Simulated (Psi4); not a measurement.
# CH4F2Si (SMILES C[SiH](F)F): levels of theory compared

We compute a comparison of 3 runs (HF/STO-3G, DSD-PBEP86/cc-pVDZ, TPSSh/cc-pVDZ) of CH4F2Si. 

The results are computed with Psi4 1.11.

1 further run of the same task is left out (it didn't finish).

**1. Starting point**

The species is CH4F2Si (8 atoms), meant as a singlet with charge 0. SMILES: `C[SiH](F)F`. The C1–Si2 distance was set to 2.392 Å, away from the relaxed value.

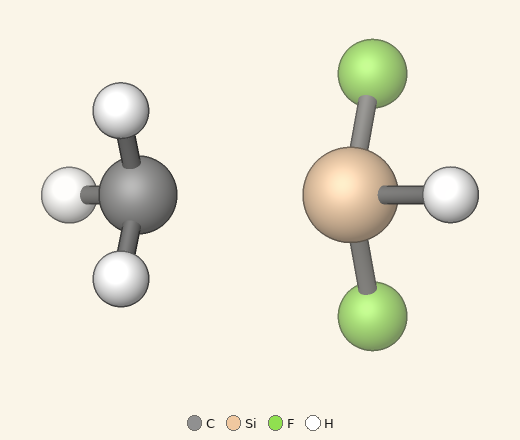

Viewed from a chosen angle; carbon grey, silicon light orange, fluorine green, hydrogen white.

**2. The energy at HF/STO-3G (run 1)**

ch4f2si.py

```python
import psi4

psi4.set_memory(2200000000)
psi4.set_num_threads(1)
psi4.core.set_output_file('psi4.out', False)

molecule = psi4.geometry("""
C
Si 1 2.3917
F 2 1.590624 1 109.83062
F 2 1.59065 3 106.78544 1 119.04074
H 1 1.092467 2 110.74068 3 58.64165
H 1 1.092684 5 108.34116 2 121.40468
H 1 1.092678 5 108.33495 6 117.19376
H 2 1.477063 3 107.60779 4 115.29635
units angstrom
symmetry c1
no_reorient
no_com
""")

psi4.set_options({
    'basis': 'STO-3G',
    'reference': 'rhf',
    'puream': True,
    'e_convergence': 1e-09,
    'd_convergence': 1e-08,
    'scf_type': 'pk',
})

E = psi4.energy("hf", molecule=molecule)
print(f'hf energy: {E:.10f} Eh')
for k, v in sorted(psi4.core.scalar_variables().items()):
    print(f'{k:45s} {v:18.10f}')
```

Run with:

```console
python ch4f2si.py
```

psi4.out:

```text
[...]
  Running in c1 symmetry.
[...]
  Nuclear repulsion =  171.564842252328532
[...]
  Multiplicity = 1
[...]
  Nalpha       = 21
  Nbeta        = 21
[...]
    Number of basis functions: 28
[...]
   @RHF iter   1:  -521.29348547912662   -2.66383e+00   1.07846e-02 ADIIS/DIIS
[...]
   @RHF iter  10:  -521.38410482336246   -3.29692e-12   4.44449e-09 DIIS
[...]
    Orbital Energies [Eh]
    ---------------------
    Doubly Occupied:
       1A    -68.065216     2A    -25.843956     3A    -25.843781
       4A    -10.997218     5A     -6.045641     6A     -4.071790
       7A     -4.070774     8A     -4.069341     9A     -1.467389
      10A     -1.442361    11A     -0.869122    12A     -0.655414
      13A     -0.533861    14A     -0.511895    15A     -0.503868
      16A     -0.499542    17A     -0.494959    18A     -0.447473
      19A     -0.428726    20A     -0.405249    21A     -0.300064
[...]
  @RHF Final Energy:  -521.38410482336246
   => Energetics <=
    Nuclear Repulsion Energy =            171.5648422523285319
    One-Electron Energy =               -1070.7626143603533819
    Two-Electron Energy =                 377.8136672846624151
    Total Energy =                       -521.3841048233624633
[...]
 Multipole Moments:
 ------------------------------------------------------------------------------------
     Multipole            Electronic (a.u.)      Nuclear  (a.u.)        Total (a.u.)
 ------------------------------------------------------------------------------------
 L = 1.  Multiply by 2.5417464519 to convert [e a0] to [Debye]
 Dipole X            :         -2.5559061            2.8864173            0.3305113
 Dipole Y            :         -1.5614747            1.7634121            0.2019375
 Dipole Z            :          7.7066381           -7.8777680           -0.1711299
 Magnitude           :                                                    0.4234405
[...]
```

On the terminal:

```text
hf energy: -521.3841048234 Eh
CURRENT ENERGY                                   -521.3841048234
CURRENT REFERENCE ENERGY                         -521.3841048234
DD SOLVATION ENERGY                                 0.0000000000
HF KINETIC ENERGY                                 515.6355488167
HF POTENTIAL ENERGY                             -1037.0196536401
HF TOTAL ENERGY                                  -521.3841048234
HF VIRIAL RATIO                                     2.0111484866
NUCLEAR REPULSION ENERGY                          171.5648422523
ONE-ELECTRON ENERGY                             -1070.7626143604
PCM POLARIZATION ENERGY                             0.0000000000
PE ENERGY                                           0.0000000000
SCF ITERATION ENERGY                             -521.3841048234
SCF ITERATIONS                                     10.0000000000
SCF TOTAL ENERGY                                 -521.3841048234
TWO-ELECTRON ENERGY                               377.8136672847
```

Wall time 2.3 s (1 thread of Intel Xeon Platinum 8259CL at 2.50GHz (Skylake/Cascade Lake), shared host); peak memory 0.18 GiB.

**3. The energy at DSD-PBEP86/cc-pVDZ (density fitting for correlation) (run 2)**

job.inp

```
memory 2200 MB

molecule system {
  0 1
  C     -1.13764347     2.60547690    -0.53155728
  Si     0.62228681    -1.46491569     0.34128454
  F      3.62128217    -1.28180123     0.42840091
  F     -0.06689630    -3.37108243    -1.87838777
  H     -0.43145282     3.33736783    -2.32811991
  H     -0.63799989     3.94585964     0.95754690
  H     -3.19687803     2.49719559    -0.63870475
  H     -0.22317666    -2.61859349     2.73821315
  units au
  symmetry c1
  no_reorient
  no_com
}

set {
  puream true
  e_convergence 1e-09
  d_convergence 1e-08
  scf_type pk
  dft_radial_points 99
  dft_spherical_points 590
  num_frozen_docc 8
}

e, wfn = energy('dsd-pbep86/cc-pVDZ', return_wfn=True)
```

Run with:

```console
psi4 -i job.inp -o job.out -n 1
```

job.out:

```text
[...]
  Running in c1 symmetry.
[...]
  Nuclear repulsion =  171.564865420333319
[...]
  Multiplicity = 1
[...]
  Nalpha       = 21
  Nbeta        = 21
[...]
    Number of basis functions: 80
[...]
   @RKS iter   1:  -528.60671659375782   -9.84924e-01   6.66523e-03 DIIS/ADIIS
[...]
   @RKS iter  10:  -528.74235060240323   -6.02540e-12   5.48496e-09 DIIS
[...]
    Orbital Energies [Eh]
    ---------------------
    Doubly Occupied:
       1A    -67.971269     2A    -25.746186     3A    -25.746183
       4A    -10.889543     5A     -5.943889     6A     -4.136779
       7A     -4.134637     8A     -4.132178     9A     -1.482503
      10A     -1.462570    11A     -0.849973    12A     -0.724630
      13A     -0.643354    14A     -0.627589    15A     -0.616014
      16A     -0.586657    17A     -0.570611    18A     -0.515621
      19A     -0.508056    20A     -0.504690    21A     -0.371037
[...]
  @RKS Final Energy:  -528.74235060240323
   => Energetics <=
    Nuclear Repulsion Energy =            171.5648654203333194
    One-Electron Energy =               -1074.4156593858356246
    Two-Electron Energy =                 387.9679353528580350
    DFT Exchange-Correlation Energy =     -13.8594919897588849
    Empirical Dispersion Energy =           0.0000000000000000
    VV10 Nonlocal Energy =                  0.0000000000000000
    Total Energy =                       -528.7423506024032349
[...]
 Multipole Moments:
 ------------------------------------------------------------------------------------
     Multipole            Electronic (a.u.)      Nuclear  (a.u.)        Total (a.u.)
 ------------------------------------------------------------------------------------
 L = 1.  Multiply by 2.5417464519 to convert [e a0] to [Debye]
 Dipole X            :        -29.8690337           29.3861199           -0.4829138
 Dipole Y            :         40.0044377          -39.5900816            0.4143561
 Dipole Z            :         11.1291410          -10.7323065            0.3968346
 Magnitude           :                                                    0.7499162
[...]
```

Wall time 20 s (1 thread of Intel Xeon Platinum 8259CL at 2.50GHz (Skylake/Cascade Lake), shared host); peak memory 1.2 GiB.

**4. Energy and gradient at TPSSh/cc-pVDZ (run 3)**

job.inp

```
memory 2200 mb

molecule {
  0 1
  C
  Si 1 r2
  F 2 r3 1 a3
  F 2 r4 3 a4 1 d4
  H 1 r5 2 a5 3 d5
  H 1 r6 5 a6 2 d6
  H 1 r7 5 a7 6 d7
  H 2 r8 3 a8 4 d8

  r2 = 2.3917
  r3 = 1.590624
  a3 = 109.83062
  r4 = 1.59065
  a4 = 106.78544
  d4 = 119.04074
  r5 = 1.092467
  a5 = 110.74068
  d5 = 58.64165
  r6 = 1.092684
  a6 = 108.34116
  d6 = 121.40468
  r7 = 1.092678
  a7 = 108.33495
  d7 = 117.19376
  r8 = 1.477063
  a8 = 107.60779
  d8 = 115.29635
  symmetry c1
  no_reorient
  no_com
}

set puream true
set e_convergence 1e-09
set d_convergence 1e-08
set scf_type pk
set dft_radial_points 99
set dft_spherical_points 590

result, w = gradient("tpssh/cc-pVDZ", return_wfn=True)
oeprop(w, "MAYER_INDICES", "LOWDIN_CHARGES", "DIPOLE", title="TPSSH")
```

Run with:

```console
psi4 job.inp job.out -n 1
```

job.out:

```text
[...]
  Running in c1 symmetry.
[...]
  Nuclear repulsion =  171.564842252328532
[...]
  Multiplicity = 1
[...]
  Nalpha       = 21
  Nbeta        = 21
[...]
    Number of basis functions: 80
[...]
   @RKS iter   1:  -529.50091742818825   -5.10757e-01   9.56768e-03 ADIIS/DIIS
[...]
   @RKS iter  11:  -529.78362515720278   -1.59162e-12   3.53343e-09 DIIS
[...]
  @RKS Final Energy:  -529.78362515720278
   => Energetics <=
    Nuclear Repulsion Energy =            171.5648422523285319
    One-Electron Energy =               -1074.6763794327830510
    Two-Electron Energy =                 417.4372749155251654
    DFT Exchange-Correlation Energy =     -44.1093628922734240
    Empirical Dispersion Energy =           0.0000000000000000
    VV10 Nonlocal Energy =                  0.0000000000000000
    Total Energy =                       -529.7836251572027777
[...]
  -Total Gradient:
     Atom            X                  Y                   Z
    ------   -----------------  -----------------  -----------------
       1       -0.000125570881    -0.000078014540    -0.051693580287
       2       -0.028273039125    -0.017290262587     0.086499402374
       3       -0.000298521536     0.035397150442    -0.010113629562
       4        0.031339343489    -0.016413150035    -0.010107321527
       5        0.006815756902     0.004160505985    -0.005316432646
       6       -0.006950854128     0.003942585508    -0.005045115727
       7        0.000313355182    -0.007992309232    -0.005046103852
       8       -0.002876375320    -0.001760624417     0.000910044433
[...]
 Multipole Moments:
 ------------------------------------------------------------------------------------
     Multipole            Electronic (a.u.)      Nuclear  (a.u.)        Total (a.u.)
 ------------------------------------------------------------------------------------
 L = 1.  Multiply by 2.5417464519 to convert [e a0] to [Debye]
 Dipole X            :         -2.4938022            2.8864173            0.3926152
 Dipole Y            :         -1.5235522            1.7634121            0.2398599
 Dipole Z            :          7.5010894           -7.8777680           -0.3766786
 Magnitude           :                                                    0.5946143
[...]
```

It took 78 s on 1 thread of Intel Xeon Platinum 8259CL at 2.50GHz (Skylake/Cascade Lake), shared host; peak memory 1.4 GiB.

**5. Overview of the runs**

| run | level | frozen core orbitals | fitting correlation | energy (Eh) | dipole moment (D) | HOMO energy (eV) | LUMO energy (eV) | wall time |
| --- | --- | --- | --- | --- | --- | --- | --- | --- |
| 1 | HF/STO-3G | 0 | – | -521.384105 | 1.08 | -8.17 | 7.43 | 2.3 s |
| 2 | DSD-PBEP86/cc-pVDZ (density fitting for correlation) | 8 | density fitting | -529.067358 | – | -10.10 | 2.28 | 20 s |
| 3 | TPSSh/cc-pVDZ | 0 | – | -529.783625 | 1.51 | -7.56 | -0.31 | 78 s |

**6. What came out**

| quantity | value |
| --- | --- |
| run 3: total energy | -529.78363 Eh |
| run 3: dipole moment | 1.51 D |
| run 3: HOMO energy | -7.56 eV |
| run 3: LUMO energy | -0.31 eV |
| run 3: HOMO–LUMO gap | 7.25 eV |
| run 3: largest force on an atom | 4.763 eV/Å |

What this shows: The HOMO–LUMO gap runs from 7.25 eV (TPSSh/cc-pVDZ) to 15.59 eV (HF/STO-3G). The two ends differ in method and basis. Totals of different functionals can't be ranked against each other. In run 1 the basis is minimal, so the values are rough. All runs together took 100 s, the longest 78 s.
